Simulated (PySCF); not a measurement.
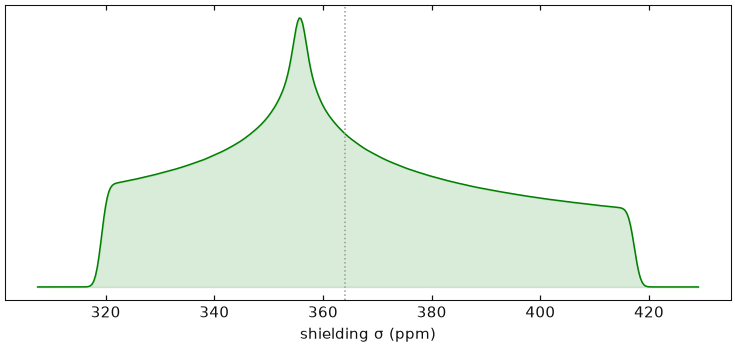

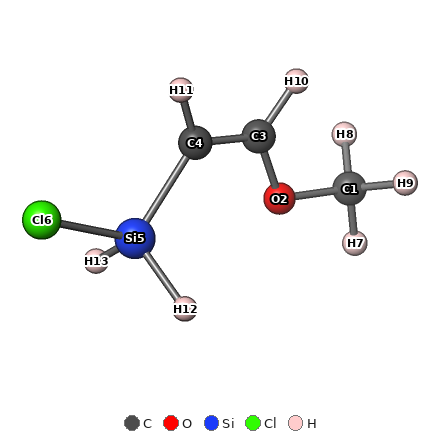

Static powder pattern (²⁹Si) from GIAO shielding tensors of C₃H₇ClOSi, SMILES CO/C=C\[SiH2]Cl, PBE0/pcSseg-2, PySCF 2.14.0, at a PBE0-D3(BJ)/def2-SVP geometry (no frequency check); absolute shielding, one fixed geometry of the isolated molecule without any motion, no dipolar terms. The dotted line is the isotropic value; skew is 3(σiso − σ22)/span.

The pattern belongs to Si5. Give the principal values, span and skew.

Answer. Si5: σ11, σ22, σ33 = 319, 356, 417 ppm, isotropic 364, span 98 ppm, skew 0.26.

Note: one conformer of a flexible molecule.
